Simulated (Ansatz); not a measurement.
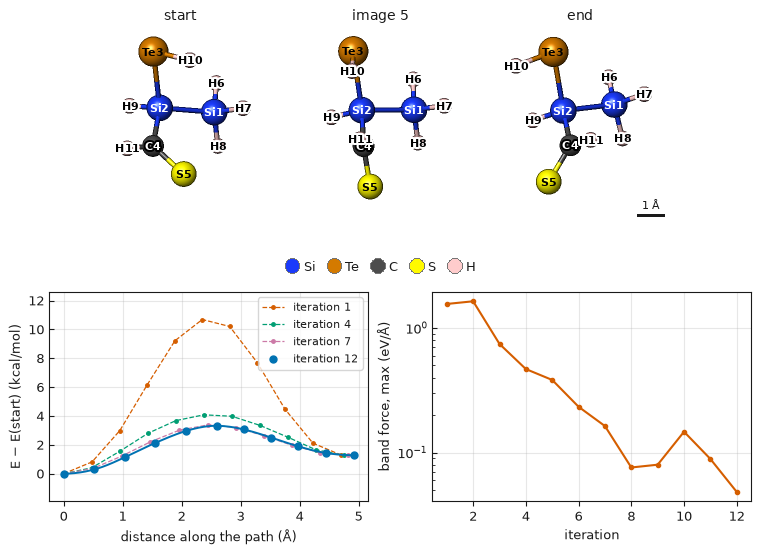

A nudged-elastic-band calculation for CH$_{6}$SSi$_{2}$Te. Images are numbered from 0 (start) to 10 (end). The plot follows the band through its iterations. Style: ball-and-stick. Shown from a free direction.

The calculation used Ansatz 0.2.0, RKS B3LYP/def2-SVP.

Input
```yaml
crystal:
  periodic: [false, false, false]
  atoms:
    - { symbol: Si, position_ang: [-1.607233, 0.772063, 0.148957] }
    - { symbol: Si, position_ang: [0.426608, -0.297122, 0.67498] }
    - { symbol: Te, position_ang: [2.395759, 1.316518, 0.722169] }
    - { symbol: C, position_ang: [0.808318, -1.663604, -0.584255] }
    - { symbol: S, position_ang: [-0.07777, -1.884048, -1.932744] }
    - { symbol: H, position_ang: [-1.890681, 1.75108, 1.239937] }
    - { symbol: H, position_ang: [-1.476329, 1.508094, -1.139414] }
    - { symbol: H, position_ang: [-2.732122, -0.203915, 0.072826] }
    - { symbol: H, position_ang: [0.458944, -0.876231, 2.054318] }
    - { symbol: H, position_ang: [2.072286, 1.826724, -0.83759] }
    - { symbol: H, position_ang: [1.68762, -2.306559, -0.398384] }
basis:
  gaussian: { orbitals: def2-SVP }
hamiltonian:
  xc: b3lyp
neb:
  order_check: false
  images: 9
  f_tol: 0.05
  max_iterations: 21
  initial_path: linear
  final_atoms:
    - { symbol: Si, position_ang: [-1.77977344, 0.80690649, 0.17420028] }
    - { symbol: Si, position_ang: [0.37849981, -0.1245883, 0.44339793] }
    - { symbol: Te, position_ang: [2.03949051, 1.77979438, 0.13336635] }
    - { symbol: C, position_ang: [0.68018005, -1.44256808, -0.88454731] }
    - { symbol: S, position_ang: [0.89976392, -3.02248187, -0.56251598] }
    - { symbol: H, position_ang: [-2.02077368, 1.84080671, 1.22229212] }
    - { symbol: H, position_ang: [-1.88726075, 1.43895956, -1.17343404] }
    - { symbol: H, position_ang: [-2.80583264, -0.26971714, 0.29313813] }
    - { symbol: H, position_ang: [0.5413616, -0.75052427, 1.78456568] }
    - { symbol: H, position_ang: [3.3212483, 0.77804123, 0.52312588] }
    - { symbol: H, position_ang: [0.69849633, -1.09162873, -1.93278903] }
```

Command:
```bash
ansatz run input.yaml --threads 2 --pin off --max-ram 3072MiB --backend cpu --events-out ev --progress --plain --runs-dir out
```

### Judge this run.

The run is converged, with reservations. The band converged in 12 iterations. The largest component of the band force went from 1.6 to 0.048 eV/Å. The climbing image converged on the top of the path. Its curvatures weren't checked. The straight starting path can push atoms close together and costs iterations. The first iteration put the highest image at 10.69 kcal/mol. The highest point, image 5, lies 3.32 kcal/mol above the start and 2.04 kcal/mol above the end; the end is at +1.28 kcal/mol relative to the start.

The run took 9 min on 2 threads of Arm Neoverse V2 (shared host), peak memory 0.37 GiB.
